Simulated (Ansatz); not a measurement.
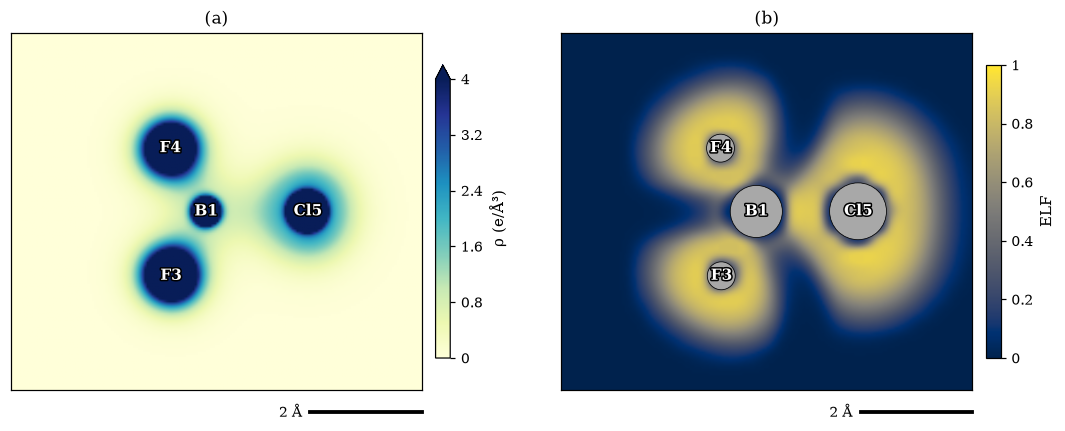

Figure. BClF2···HF. (a) total electron density; (b) ELF on the plane of atoms F3, B1 and Cl5. Grey discs cover the atomic cores in the ELF map.

Not at a stationary point (largest force 1.3 eV/Å).

All numbers below come from Ansatz, RKS LDA/cc-pVDZ.

```yaml
atoms:
  - { symbol: B, position_ang: [0.0050, -0.4953, -0.3960] }
  - { symbol: F, position_ang: [-0.0159, 0.1703, 2.0216] }
  - { symbol: F, position_ang: [1.1445, 0.1198, -0.6072] }
  - { symbol: F, position_ang: [-1.1431, 0.0635, -0.6849] }
  - { symbol: Cl, position_ang: [0.0378, -2.2383, 0.1331] }
  - { symbol: H, position_ang: [0.1091, -0.7347, 2.2151] }
```

### Describe what can be read from this map.

The plane passes through B, F and Cl nuclei.
B–F (1.31 Å): ρ at the midpoint is about 2.2 e/Å³; the ELF peaks at about 0.85 between the atoms, as expected for a shared but strongly polarised pair.
B–Cl (1.82 Å): the density is about 1.2 e/Å³ at the midpoint; the ELF peaks at about 0.90 between the atoms (a polar covalent bond).
The ELF also peaks beside F3, Cl5 and F4, away from the bonds: lone-pair regions.
